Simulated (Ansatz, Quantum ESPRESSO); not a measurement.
# Al chain with one bond drawn out by 1.5 Å: ballistic transmission, part 2 of 4

Aim: the zero-bias transmission with pwcond for this junction: Al chain with one bond drawn out by 1.5 Å.

Quantum ESPRESSO 7.5; plane-wave DFT, PBEsol, GBRV ultrasoft pseudopotentials; cross-check by Ansatz 0.2.0 with PAW datasets.

So far. Step 2 (SCF with pw.x): The run needed 53 iterations to bring the estimated error under 1e-07 Ry; the largest force on any atom, held or free, is 1.64 eV/Å.

**3. The open system**

Level of this step: transmission by pwcond, lead and junction from one cell; plane-wave DFT, PBEsol, GBRV ultrasoft pseudopotentials (Quantum ESPRESSO).

prefixt takes both regions from one run: the lead from 0 to bdl, the scattering region from bdl to bds (units of alat). ikind = 1 puts the same lead on both sides. The program's T_tot counts both spins in a run without spin; the tables below give T per spin.

The input, cond.in:

```
&inputcond
  outdir = './out'
  prefixt = 'scf'
  tran_file = 'cond.dat'
  bdl = 0.6400000000
  bds = 4.0400000000
  ikind = 1
  ewind = 4.0
  epsproj = 1e-05
  nz1 = 7
  energy0 = 2.0
  denergy = -0.1
/
1
  0.00000000 0.00000000 1.00000000
41
```

The run is started by

```bash
$ OMP_NUM_THREADS=1 mpirun -n 2 pwcond.x -in cond.in > cond.out
```

Output:

```text
[banner, memory and clock lines left out]
Program PWCOND v.7.5 starts

          URL

     ./out/scf.save/

     IMPORTANT: XC functional enforced from input :
     Exchange-correlation= PBESOL
                           (   1   4  10   8   0   0   0)
     Any further DFT definition will be discarded
     Please, verify this is what you really want

     negative rho (up, down):  2.262E-05 0.000E+00
     Reading collected, re-writing distributed wavefunctions

===== INPUT FILE containing all the regions =====

     GEOMETRY:

     lattice parameter (alat)  =      14.1729  a.u.
     the volume                =   11501.6926 (a.u.)^3
     the cross section         =     200.8724 (a.u.)^2
     l of the unit cell        =       4.0400 (alat)
     number of atoms/cell      =           12
     number of atomic types    =            1

     crystal axes: (cart. coord. in units of alat)
               a(1) = (  1.0000  0.0000  0.0000 )
               a(2) = (  0.0000  1.0000  0.0000 )
               a(3) = (  0.0000  0.0000  4.0400 )

   Cartesian axes

     site n.     atom                  positions (alat units)
          1        Al     tau(  1)=(  0.5000  0.5000  4.0400  )
          2        Al     tau(  2)=(  0.5000  0.5000  0.3200  )
          3        Al     tau(  3)=(  0.5000  0.5000  0.6400  )
          4        Al     tau(  4)=(  0.5000  0.5000  0.9600  )
          5        Al     tau(  5)=(  0.5000  0.5000  1.2800  )
          6        Al     tau(  6)=(  0.5000  0.5000  1.6000  )
          7        Al     tau(  7)=(  0.5000  0.5000  2.1200  )
          8        Al     tau(  8)=(  0.5000  0.5000  2.4400  )
          9        Al     tau(  9)=(  0.5000  0.5000  2.7600  )
         10        Al     tau( 10)=(  0.5000  0.5000  3.0800  )
         11        Al     tau( 11)=(  0.5000  0.5000  3.4000  )
         12        Al     tau( 12)=(  0.5000  0.5000  3.7200  )

     nr1s                      =           54
     nr2s                      =           54
     nr3s                      =          216
     nr1sx                     =           54
     nr2sx                     =           54
     nr3sx                     =          216
     nr1                       =           60
     nr2                       =           60
     nr3                       =          240
     nr1x                      =           60
     nr2x                      =           60
     nr3x                      =          240

 _______________________________
  Radii of nonlocal spheres:

     type       ibeta     ang. mom.          radius (alat units)
       Al         1         0                    0.1354
       Al         2         1                    0.1354
       Al         3         2                    0.1354
----- General information -----

--- T calc. with identical leads (ikind=1) ---

     nrx                       =           54
     nry                       =           54
     nz1                       =            7

     energy0               =         2.0E+00
     denergy               =        -1.0E-01
     nenergy               =         41
     ecut2d                =         3.4E+01
     ewind                 =         4.0E+00
     epsproj               =         1.0E-05

     number of k_|| points=    1
                       cryst. coord.
        k(    1) = (   0.0000000   0.0000000), wk =   1.0000000
----- Information about left/right lead -----

     nocros                   =            9
     noins                    =            9
     norb                     =           27
     norbf                    =           99
     nrz                      =           34

      iorb      type   ibeta   ang. mom.   m       position (alat)
        1        1       1        0        1   taunew(   1)=(  0.5000  0.5000  0.0000)
        2        1       2        1        1   taunew(   2)=(  0.5000  0.5000  0.0000)
        3        1       2        1        2   taunew(   3)=(  0.5000  0.5000  0.0000)
        4        1       2        1        3   taunew(   4)=(  0.5000  0.5000  0.0000)
        5        1       3        2        1   taunew(   5)=(  0.5000  0.5000  0.0000)
        6        1       3        2        2   taunew(   6)=(  0.5000  0.5000  0.0000)
        7        1       3        2        3   taunew(   7)=(  0.5000  0.5000  0.0000)
        8        1       3        2        4   taunew(   8)=(  0.5000  0.5000  0.0000)
        9        1       3        2        5   taunew(   9)=(  0.5000  0.5000  0.0000)
       10        1       1        0        1   taunew(  10)=(  0.5000  0.5000  0.3200)
       11        1       2        1        1   taunew(  11)=(  0.5000  0.5000  0.3200)
       12        1       2        1        2   taunew(  12)=(  0.5000  0.5000  0.3200)
       13        1       2        1        3   taunew(  13)=(  0.5000  0.5000  0.3200)
       14        1       3        2        1   taunew(  14)=(  0.5000  0.5000  0.3200)
       15        1       3        2        2   taunew(  15)=(  0.5000  0.5000  0.3200)
       16        1       3        2        3   taunew(  16)=(  0.5000  0.5000  0.3200)
       17        1       3        2        4   taunew(  17)=(  0.5000  0.5000  0.3200)
       18        1       3        2        5   taunew(  18)=(  0.5000  0.5000  0.3200)
       19        1       1        0        1   taunew(  19)=(  0.5000  0.5000  0.6400)
       20        1       2        1        1   taunew(  20)=(  0.5000  0.5000  0.6400)
       21        1       2        1        2   taunew(  21)=(  0.5000  0.5000  0.6400)
       22        1       2        1        3   taunew(  22)=(  0.5000  0.5000  0.6400)
       23        1       3        2        1   taunew(  23)=(  0.5000  0.5000  0.6400)
       24        1       3        2        2   taunew(  24)=(  0.5000  0.5000  0.6400)
       25        1       3        2        3   taunew(  25)=(  0.5000  0.5000  0.6400)
       26        1       3        2        4   taunew(  26)=(  0.5000  0.5000  0.6400)
       27        1       3        2        5   taunew(  27)=(  0.5000  0.5000  0.6400)
    k slab    z(k)  z(k+1)     crossing(iorb=1,norb)
    1   0.0000 0.0188 0.0188   111111111000000000000000000
    2   0.0188 0.0376 0.0188   111111111000000000000000000
    3   0.0376 0.0565 0.0188   111111111000000000000000000
    4   0.0565 0.0753 0.0188   111111111000000000000000000
    5   0.0753 0.0941 0.0188   111111111000000000000000000
    6   0.0941 0.1129 0.0188   111111111000000000000000000
    7   0.1129 0.1318 0.0188   111111111000000000000000000
    8   0.1318 0.1506 0.0188   111111111000000000000000000
    9   0.1506 0.1694 0.0188   000000000000000000000000000
   10   0.1694 0.1882 0.0188   000000000111111111000000000
[...]
85        1       2        1        3   taunew(  85)=(  0.5000  0.5000  3.0800)
       86        1       3        2        1   taunew(  86)=(  0.5000  0.5000  3.0800)
       87        1       3        2        2   taunew(  87)=(  0.5000  0.5000  3.0800)
       88        1       3        2        3   taunew(  88)=(  0.5000  0.5000  3.0800)
       89        1       3        2        4   taunew(  89)=(  0.5000  0.5000  3.0800)
       90        1       3        2        5   taunew(  90)=(  0.5000  0.5000  3.0800)
       91        1       1        0        1   taunew(  91)=(  0.5000  0.5000  3.4000)
       92        1       2        1        1   taunew(  92)=(  0.5000  0.5000  3.4000)
       93        1       2        1        2   taunew(  93)=(  0.5000  0.5000  3.4000)
       94        1       2        1        3   taunew(  94)=(  0.5000  0.5000  3.4000)
       95        1       3        2        1   taunew(  95)=(  0.5000  0.5000  3.4000)
       96        1       3        2        2   taunew(  96)=(  0.5000  0.5000  3.4000)
       97        1       3        2        3   taunew(  97)=(  0.5000  0.5000  3.4000)
       98        1       3        2        4   taunew(  98)=(  0.5000  0.5000  3.4000)
       99        1       3        2        5   taunew(  99)=(  0.5000  0.5000  3.4000)
 ngper, shell number =          545          70
 ngper, n2d =          545         142
---  E-Ef =    2.0000000  k =    0.0000000   0.0000000
---  ie =          1  ik =          1
 Nchannels of the left tip =            3
 Right moving states:
   k1(2pi/a)   k2(2pi/a)   E-Ef (eV)
   0.1530814  -0.0000034   2.0000000
  -0.3758754  -0.0000001   2.0000000
  -0.3758754  -0.0000001   2.0000000
 Left moving states:
   k1(2pi/a)   k2(2pi/a)   E-Ef (eV)
  -0.1530814  -0.0000034   2.0000000
   0.3758754  -0.0000001   2.0000000
   0.3758754  -0.0000001   2.0000000

 to transmit
 Band j to band i transmissions and reflections:
    j         i     |T_ij|^2    |R_ij|^2

    1 -->     1     0.27478     0.72522
    1 -->     2     0.00000     0.00000
    1 -->     3     0.00000     0.00000
   Total T_j, R_j =    0.27478  0.72522

    2 -->     1     0.00000     0.00000
    2 -->     2     0.21298     0.00325
    2 -->     3     0.00000     0.78377
   Total T_j, R_j =    0.21298  0.78702

    3 -->     1     0.00000     0.00000
    3 -->     2     0.00000     0.78377
    3 -->     3     0.21298     0.00325
   Total T_j, R_j =    0.21298  0.78702

E-Ef(ev), T(x2 spins) =    2.0000000   1.4014913
---  E-Ef =    1.9000000  k =    0.0000000   0.0000000
---  ie =          2  ik =          1
 Nchannels of the left tip =            3
 Right moving states:
   k1(2pi/a)   k2(2pi/a)   E-Ef (eV)
   0.1439816  -0.0000034   1.9000000
  -0.3891856  -0.0000001   1.9000000
  -0.3891856  -0.0000001   1.9000000
 Left moving states:
   k1(2pi/a)   k2(2pi/a)   E-Ef (eV)
  -0.1439816  -0.0000034   1.9000000
   0.3891856  -0.0000001   1.9000000
   0.3891856  -0.0000001   1.9000000

 to transmit
 Band j to band i transmissions and reflections:
    j         i     |T_ij|^2    |R_ij|^2

    1 -->     1     0.25358     0.74642
    1 -->     2     0.00000     0.00000
    1 -->     3     0.00000     0.00000
   Total T_j, R_j =    0.25358  0.74642

    2 -->     1     0.00000     0.00000
    2 -->     2     0.20214     0.00354
    2 -->     3     0.00000     0.79432
   Total T_j, R_j =    0.20214  0.79786

    3 -->     1     0.00000     0.00000
    3 -->     2     0.00000     0.79432
    3 -->     3     0.20214     0.00354
   Total T_j, R_j =    0.20214  0.79786

E-Ef(ev), T(x2 spins) =    1.9000000   1.3157316
---  E-Ef =    1.8000000  k =    0.0000000   0.0000000
---  ie =          3  ik =          1
 Nchannels of the left tip =            3
 Right moving states:
   k1(2pi/a)   k2(2pi/a)   E-Ef (eV)
   0.1346910  -0.0000034   1.8000000
  -0.4027877  -0.0000001   1.8000000
  -0.4027877  -0.0000001   1.8000000
 Left moving states:
   k1(2pi/a)   k2(2pi/a)   E-Ef (eV)
  -0.1346910  -0.0000034   1.8000000
   0.4027877  -0.0000001   1.8000000
   0.4027877  -0.0000001   1.8000000

 to transmit
 Band j to band i transmissions and reflections:
    j         i     |T_ij|^2    |R_ij|^2

    1 -->     1     0.23242     0.76758
    1 -->     2     0.00000     0.00000
    1 -->     3     0.00000     0.00000
   Total T_j, R_j =    0.23242  0.76758

    2 -->     1     0.00000     0.00000
    2 -->     2     0.19094     0.00377
    2 -->     3     0.00000     0.80529
   Total T_j, R_j =    0.19094  0.80906

    3 -->     1     0.00000     0.00000
    3 -->     2     0.00000     0.80529
    3 -->     3     0.19094     0.00377
   Total T_j, R_j =    0.19094  0.80906

E-Ef(ev), T(x2 spins) =    1.8000000   1.2286042
[... further energies and points left out ...]
---  E-Ef =   -1.8000000  k =    0.0000000   0.0000000
---  ie =         39  ik =          1
 Nchannels of the left tip =            1
 Right moving states:
   k1(2pi/a)   k2(2pi/a)   E-Ef (eV)
  -0.1099341  -0.0000037  -1.8000000
 Left moving states:
   k1(2pi/a)   k2(2pi/a)   E-Ef (eV)
   0.1099341  -0.0000037  -1.8000000

 to transmit
 Band j to band i transmissions and reflections:
    j         i     |T_ij|^2    |R_ij|^2

    1 -->     1     0.19572     0.80428
   Total T_j, R_j =    0.19572  0.80428

E-Ef(ev), T(x2 spins) =   -1.8000000   0.3914345
---  E-Ef =   -1.9000000  k =    0.0000000   0.0000000
---  ie =         40  ik =          1
 Nchannels of the left tip =            1
 Right moving states:
   k1(2pi/a)   k2(2pi/a)   E-Ef (eV)
  -0.1223117  -0.0000037  -1.9000000
 Left moving states:
   k1(2pi/a)   k2(2pi/a)   E-Ef (eV)
   0.1223117  -0.0000037  -1.9000000

 to transmit
 Band j to band i transmissions and reflections:
    j         i     |T_ij|^2    |R_ij|^2

    1 -->     1     0.19306     0.80694
   Total T_j, R_j =    0.19306  0.80694

E-Ef(ev), T(x2 spins) =   -1.9000000   0.3861103
---  E-Ef =   -2.0000000  k =    0.0000000   0.0000000
---  ie =         41  ik =          1
 Nchannels of the left tip =            1
 Right moving states:
   k1(2pi/a)   k2(2pi/a)   E-Ef (eV)
  -0.1343678  -0.0000037  -2.0000000
 Left moving states:
   k1(2pi/a)   k2(2pi/a)   E-Ef (eV)
   0.1343678  -0.0000037  -2.0000000

 to transmit
 Band j to band i transmissions and reflections:
    j         i     |T_ij|^2    |R_ij|^2

    1 -->     1     0.18806     0.81194
   Total T_j, R_j =    0.18806  0.81194

E-Ef(ev), T(x2 spins) =   -2.0000000   0.3761122
   T_tot     2.00000      0.14015E+01
   T_tot     1.90000      0.13157E+01
   T_tot     1.80000      0.12286E+01
   T_tot     1.70000      0.11407E+01
   T_tot     1.60000      0.10531E+01
   T_tot     1.50000      0.96672E+00
   T_tot     1.40000      0.88212E+00
   T_tot     1.30000      0.79923E+00
   T_tot     1.20000      0.71683E+00
   T_tot     1.10000      0.63182E+00
   T_tot     1.00000      0.54393E+00
   T_tot     0.90000      0.44641E+00
   T_tot     0.80000      0.41471E+00
   T_tot     0.70000      0.38592E+00
   T_tot     0.60000      0.36162E+00
   T_tot     0.50000      0.34793E+00
   T_tot     0.40000      0.35248E+00
   T_tot     0.30000      0.38544E+00
   T_tot     0.20000      0.46033E+00
   T_tot     0.10000      0.57992E+00
   T_tot    -0.00000      0.66352E+00
   T_tot    -0.10000      0.50631E+00
   T_tot    -0.20000      0.18475E+00
   T_tot    -0.30000      0.24846E-01
   T_tot    -0.40000      0.00000E+00
   T_tot    -0.50000      0.00000E+00
   T_tot    -0.60000      0.00000E+00
   T_tot    -0.70000      0.00000E+00
   T_tot    -0.80000      0.00000E+00
   T_tot    -0.90000      0.00000E+00
   T_tot    -1.00000      0.00000E+00
   T_tot    -1.10000      0.00000E+00
   T_tot    -1.20000      0.00000E+00
   T_tot    -1.30000      0.11955E+00
   T_tot    -1.40000      0.26811E+00
   T_tot    -1.50000      0.34015E+00
   T_tot    -1.60000      0.37498E+00
   T_tot    -1.70000      0.38928E+00
   T_tot    -1.80000      0.39143E+00
   T_tot    -1.90000      0.38611E+00
   T_tot    -2.00000      0.37611E+00

Note: The following floating-point exceptions are signalling: IEEE_UNDERFLOW_FLAG
Note: The following floating-point exceptions are signalling: IEEE_UNDERFLOW_FLAG
```

Wall time 3.2 min (2 MPI ranks of Arm Neoverse V2, shared host); peak memory 0.31 GiB.

This step gave:

```
lead channels at the Fermi level, one spin : 2
transmission at the Fermi level, one spin  : 0.3318
conductance                                : 0.3318 G₀
```

Per spin. Open channels against energy, zero at the Fermi level:

```
energy (eV)  open channels
      -2.00              1
      -1.70              1
      -1.40              1
      -1.10              0
      -0.80              0
      -0.50              0
      -0.20              2
       0.00              2
       0.20              2
       0.50              2
       0.80              2
       1.10              3
       1.40              3
       1.70              3
       2.00              3
```

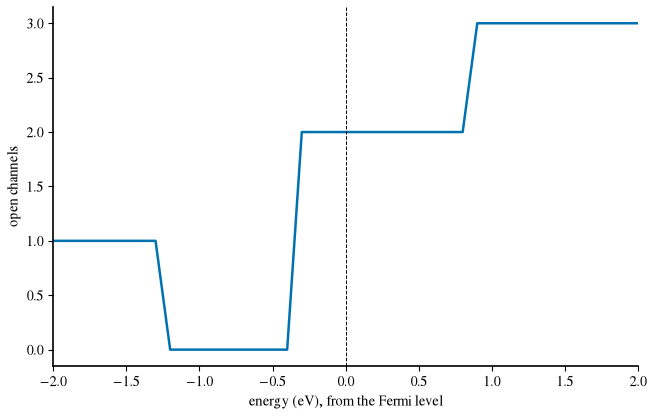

Open channels against energy.

Per spin. Transmission against energy, zero at the Fermi level:

```
energy (eV)  transmission
      -2.00         0.188
      -1.70         0.195
      -1.40         0.134
      -1.10             0
      -0.80             0
      -0.50             0
      -0.20        0.0924
       0.00         0.332
       0.20         0.230
       0.50         0.174
       0.80         0.207
       1.10         0.316
       1.40         0.441
       1.70         0.570
       2.00         0.701
```

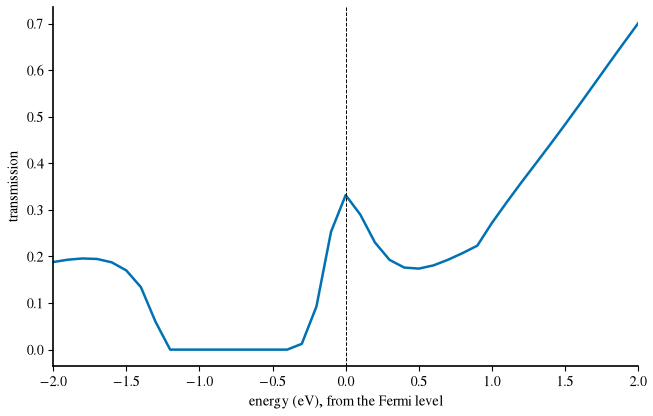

Transmission against energy.

The program's own clock; routines nest. Time by routine:

```
     routine  wall time (s)  calls
      PWCOND          191.6      1
scatter_forw          162.4     82
       local          15.16      1
      compbs          11.95     41
    compbs_2           9.88     41
        init           0.77      1
       poten           0.09      1
```

At no point does T exceed the number of channels.

(Continued in part 3 of 4.)

[Logs are printed without paths, hosts, clocks, repeated set-up lines and the standing remarks that a program may print on its own settings, such as how far it seeks lower states.]

[Hosts, paths, dates, database ids (printed as entryN), source tags and the programs' standing remarks are cut or masked in the printed files.]

[Maps of the electrostatic potential energy from Ansatz leave out the sawtooth potential of an applied field or a dipole correction, so their vacuum need not be flat; planar profiles and work functions include it.]
